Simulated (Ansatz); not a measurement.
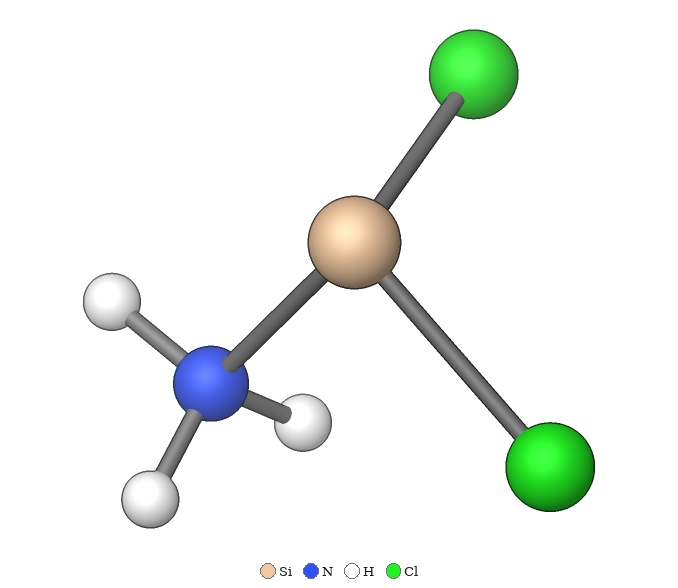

Rendered structure (ball-and-stick style). Every bond is drawn as one stick, whatever its order.

The geometry was computed by an optimisation with PBE0-D4/def2-TZVP.

Give the formula.

Cl2H3NSi, 7 atoms: 2 chlorine, 3 hydrogen, 1 nitrogen and 1 silicon.

How many sets of symmetry-equivalent atoms are there?

5: 1 Si, 1 N, 2 H, 2 Cl, 1 H.

How many bonds of each kind are drawn?

3 N–H, 2 Cl–Si, 1 N–Si. Sticks follow a distance rule.

Which point group does it belong to?

Cs.

More results for the same structure follow; atom numbers are the same in all pictures, views and colours differ.

Shape

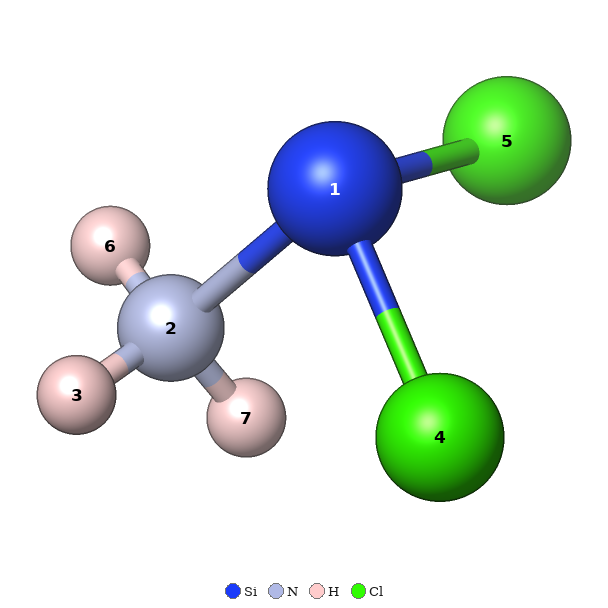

The atoms are numbered.

Estimate the angles N2–Si1–Cl4, Cl4–Si1–Cl5, Si1–N2–H3, Si1–N2–H7, H3–N2–H6, H3–N2–H7.

```tsv
angle	degrees
N2–Si1–Cl4	88.5
Cl4–Si1–Cl5	100.4
Si1–N2–H3	111.0
Si1–N2–H7	108.0
H3–N2–H6	109.3
H3–N2–H7	108.7
```

Dipole moment

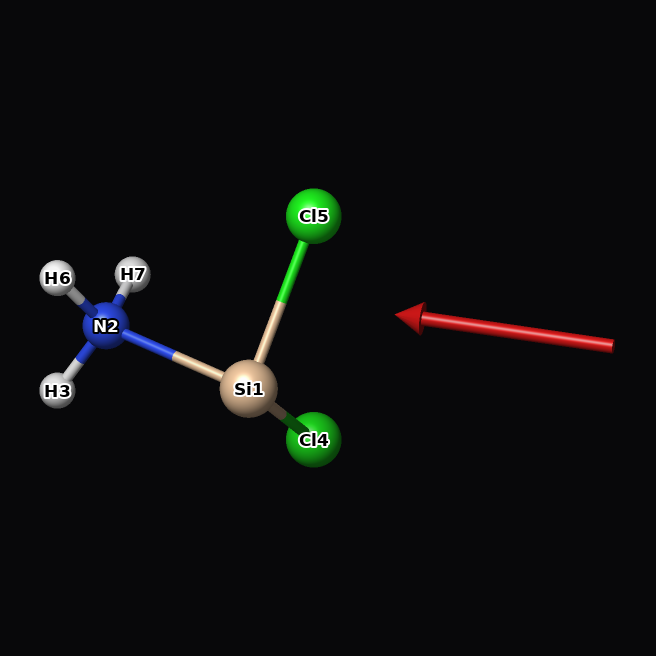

The arrow beside the molecule shows the direction of the dipole moment, from the negative to the positive end (its length means nothing). Level of theory: RKS PBE0-D4/def2-TZVP (Ansatz 0.2.0).

Estimate the dipole moment.

5.68 D; it points from the side of Cl4, Cl5 to the side of H3, H6 (the outermost atoms at the two ends).

Electronic properties

Properties computed with RHF-CCSD(T), frozen core/def2-TZVPP (Ansatz 0.2.0).

Give the T1 diagnostic at this level.

0.010.

Vibrations

Harmonic vibrations computed with RKS PBE0-D4/def2-TZVP (Ansatz 0.2.0) at a stationary point of the same level.

How many vibrational modes are there, and where do they lie?

15 modes: 137, 162, 185, 237, 391, 440, 453, 719, 726, 1260, 1630, 1633, 3453, 3577, 3595 cm⁻¹.
